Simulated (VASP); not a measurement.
Band structure of CuI (relaxed from the WC structure, space group P-6m2). Level of theory: r2SCAN meta-GGA, VASP's PBE PAW potentials (set 64) (plane waves; VASP 6.6.1).

Unless said otherwise, spin-orbit coupling is left out, though it shifts the bands of the heavy elements here.

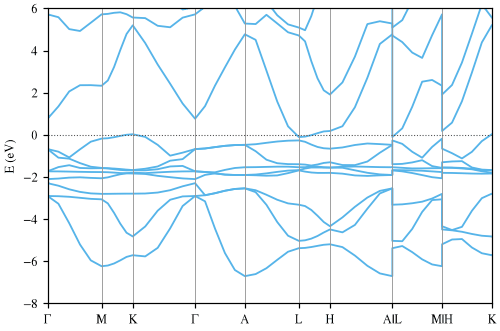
Figure: Bands along high-symmetry lines, zero at the valence-band maximum or, without a gap, the Fermi level

Problem. Read the plot: is there a gap, and where are the band edges?

Solution. It has no gap at this level: it comes out as a metal or semimetal.

The structure was generated: CuI was put into the WC type (P-6m2), which need not be its known phase. It was relaxed first, which changed the volume by +9 %.
